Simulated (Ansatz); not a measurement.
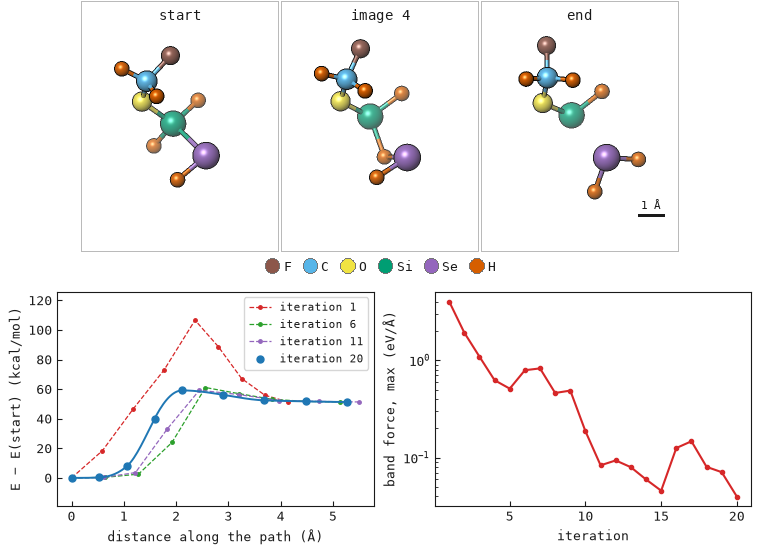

NEB run on CH₅FOSeSi. Images are numbered from 0 (start) to 8 (end). The plot follows the band through its iterations. Style: ball-and-stick. Shown from a free direction.

The calculation used RKS PBE0-D4/def2-SVP in Ansatz 0.2.0. Set-up: 7 movable images; climbing image; force threshold 0.05 eV/Å; iteration limit 48; starting path through a guess of the saddle point.

Q: Judge this run.

A: The result is final at these settings. The band converged in 20 iterations. The largest component of the band force went from 4 to 0.04 eV/Å. The climbing image converged on the top of the path. Its vibrational analysis gives one imaginary mode (514i cm⁻¹), as a transition state must have. The first iteration put the highest image at 106.7 kcal/mol. The energy climbs by 59.1 kcal/mol to image 4 and then falls by 7.8 kcal/mol, so the end point sits at +51.3 kcal/mol.

Cost: 8.2 min on 2 threads of Arm Neoverse V1 (shared host), peak memory 0.3 GiB.
